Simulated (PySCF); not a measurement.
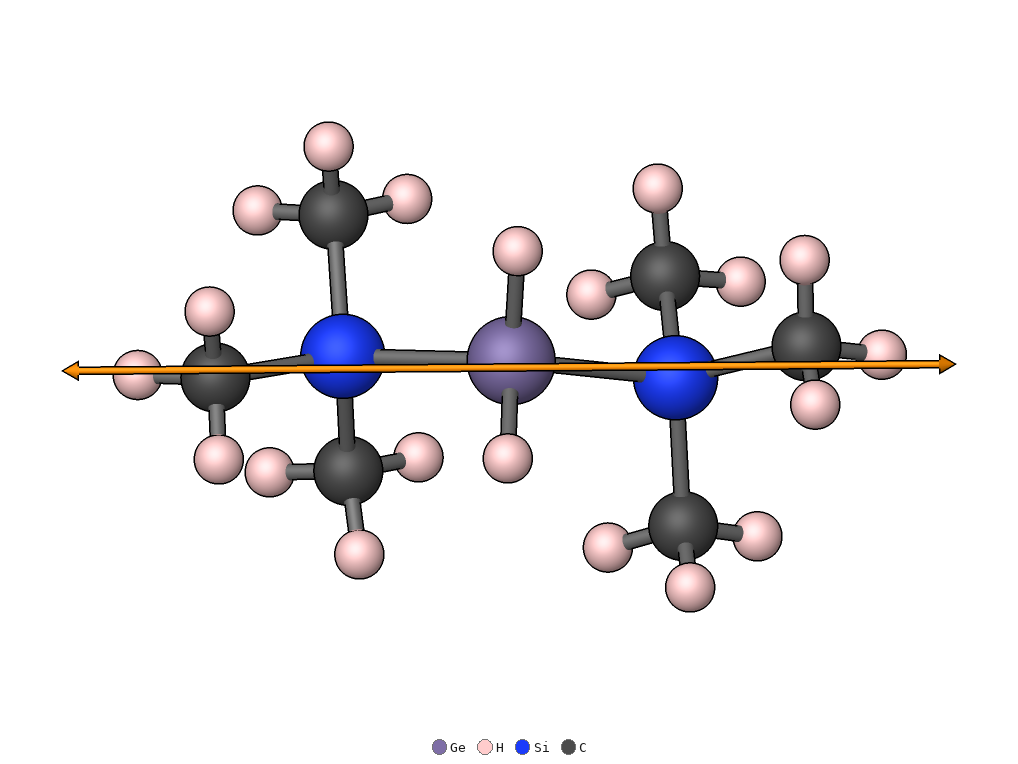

The double arrow shows the direction of the transition dipole to excited singlet state 13 (its length means nothing). The computed structure is the end point of a PBE0-D3(BJ)/def2-SVP optimisation. No frequency run is at hand to confirm it as a minimum. Properties computed with TDDFT CAM-B3LYP/def2-SVPD, vertical, gas phase, core orbitals frozen in the response (PySCF 2.14.0).

Question. Give its energy, strength and character.

Answer. 7.98 eV (155 nm), oscillator strength 0.51, of mixed character, with the largest part HOMO−1 → LUMO+1 (weight 0.47); transition dipole 4.10 D.
